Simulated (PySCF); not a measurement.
# C2H7NSi (SMILES C=C[SiH2]N) at 3 levels

We compute a comparison of 3 runs (SVWN5/cc-pVDZ, r2SCAN/cc-pVDZ, revPBE/cc-pVDZ) of C2H7NSi. 

Program for the calculation: PySCF 2.14.0.

1 further run of the same task is left out (set aside as unsound or not needed).

## (1) Starting point

C2H7NSi: 11 atoms, total charge 0, spin state singlet. SMILES: `C=C[SiH2]N`. The N4–H11 distance was set to 1.307 Å, away from the relaxed value.

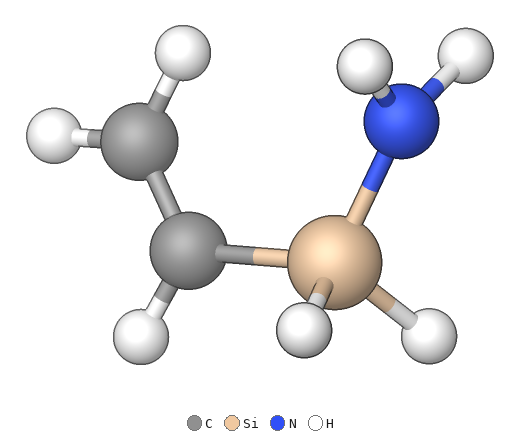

The structure, seen from a chosen angle (carbon grey, silicon light orange, nitrogen blue, hydrogen white).

## (2) A single-point energy at SVWN5/cc-pVDZ (run 1)

Contents of run.py:

```python
from pyscf import gto, dft

mol = gto.M(
    atom='''
C     -0.389062     1.426529    -0.970473
C      0.376338     1.298129     0.109627
Si     0.883538    -0.354971     0.807127
N      0.289938    -1.714171    -0.054073
H     -0.680062     2.394129    -1.370173
H     -0.759762     0.555129    -1.504573
H      0.720038     2.206229     0.606127
H      0.386538    -0.447071     2.207127
H      2.370238    -0.427171     0.810527
H      0.691938    -1.996471    -0.931773
H     -0.953800    -2.102100     0.056300
''',
    verbose=4,
    charge=0,
    max_memory=1860,
    basis='cc-pvdz',
)

mf = dft.RKS(mol)
mf.xc = 'svwn'
mf.grids.level = 5
mf.conv_tol = 1e-10
mf.kernel()
if not mf.converged:
    mf = mf.newton().run(mf.mo_coeff, mf.mo_occ)

etot = mf.e_tot
print('Final energy', etot)
```

On the command line:

```bash
$ OMP_NUM_THREADS=1 python run.py
```

Output:

```text
PySCF version 2.14.0

[... 83 lines left out ...]
converged SCF energy = -422.237962159444
Final energy -422.2379621594442
```

It took 16 s on 1 thread of Intel Xeon at 2.70GHz, shared host; peak memory 0.33 GiB.

## (3) A single-point energy at r2SCAN/cc-pVDZ (run 2)

Contents of start.xyz:

```xyz
11

C     -0.389062     1.426529    -0.970473
C      0.376338     1.298129     0.109627
Si     0.883538    -0.354971     0.807127
N      0.289938    -1.714171    -0.054073
H     -0.680062     2.394129    -1.370173
H     -0.759762     0.555129    -1.504573
H      0.720038     2.206229     0.606127
H      0.386538    -0.447071     2.207127
H      2.370238    -0.427171     0.810527
H      0.691938    -1.996471    -0.931773
H     -0.953800    -2.102100     0.056300
```

Contents of input.py:

```python
from pyscf import gto, dft

system = gto.Mole()
system.atom = 'start.xyz'
system.basis = 'cc-pvdz'
system.spin = 0
system.max_memory = 1860
system.verbose = 4
system.build()

myscf = dft.RKS(system)
myscf.xc = 'r2scan'
myscf.conv_tol = 1e-10
myscf.grids.level = 5
myscf.kernel()
if not myscf.converged:
    myscf = myscf.newton().run(myscf.mo_coeff, myscf.mo_occ)

e_final = myscf.e_tot
print('Final energy', e_final)
```

On the command line:

```bash
$ OMP_NUM_THREADS=1 python input.py
```

Output:

```text
PySCF version 2.14.0

[... 82 lines left out ...]
converged SCF energy = -424.510638433773
Final energy -424.5106384337726
```

Wall time 43 s (1 thread of Intel Xeon at 2.70GHz, shared host); peak memory 0.53 GiB.

## (4) The energy at revPBE/cc-pVDZ (run 3)

Contents of job.py:

```python
from pyscf import gto, dft

mol = gto.M(
    atom='''
C       -0.389062       1.426529      -0.970473
C        0.376338       1.298129       0.109627
Si       0.883538      -0.354971       0.807127
N        0.289938      -1.714171      -0.054073
H       -0.680062       2.394129      -1.370173
H       -0.759762       0.555129      -1.504573
H        0.720038       2.206229       0.606127
H        0.386538      -0.447071       2.207127
H        2.370238      -0.427171       0.810527
H        0.691938      -1.996471      -0.931773
H       -0.953800      -2.102100       0.056300
''',
    basis='cc-pvdz',
    max_memory=1860,
    charge=0,
    verbose=4,
)

mf = dft.RKS(mol)
mf.xc = 'revpbe'
mf.conv_tol = 1e-10
mf.grids.level = 5
mf.kernel()
if not mf.converged:
    mf = mf.newton().run(mf.mo_coeff, mf.mo_occ)

energy = mf.e_tot
print('E = %.10f Eh' % energy)
```

On the command line:

```bash
$ OMP_NUM_THREADS=1 python job.py
```

Output:

```text
PySCF version 2.14.0

[... 83 lines left out ...]
converged SCF energy = -424.518369732276
E = -424.5183697323 Eh
```

Wall time 27 s (1 thread of Intel Xeon at 2.70GHz, shared host); peak memory 0.48 GiB.

## (5) Overview of the runs

```csv
run,level,energy (Eh),dipole moment (D),HOMO energy (eV),LUMO energy (eV),wall time
1,SVWN5/cc-pVDZ,-422.237962,1.47,-5.59,-1.12,16 s
2,r2SCAN/cc-pVDZ,-424.510638,1.47,-5.84,-0.78,43 s
3,revPBE/cc-pVDZ,-424.518370,1.42,-5.46,-0.92,27 s
```

## (6) What came out

| quantity | value |
| --- | --- |
| run 3: total energy | -424.51837 Eh |
| run 3: dipole moment | 1.42 D |
| run 3: HOMO energy | -5.46 eV |
| run 3: LUMO energy | -0.92 eV |
| run 3: HOMO–LUMO gap | 4.54 eV |

The dipole moment (its size) runs from 1.42 D (revPBE/cc-pVDZ) to 1.47 D (r2SCAN/cc-pVDZ). The HOMO–LUMO gap runs from 4.47 eV (SVWN5/cc-pVDZ) to 5.06 eV (r2SCAN/cc-pVDZ). Totals of different functionals can't be ranked against each other. All runs together took 85 s, the longest 43 s.
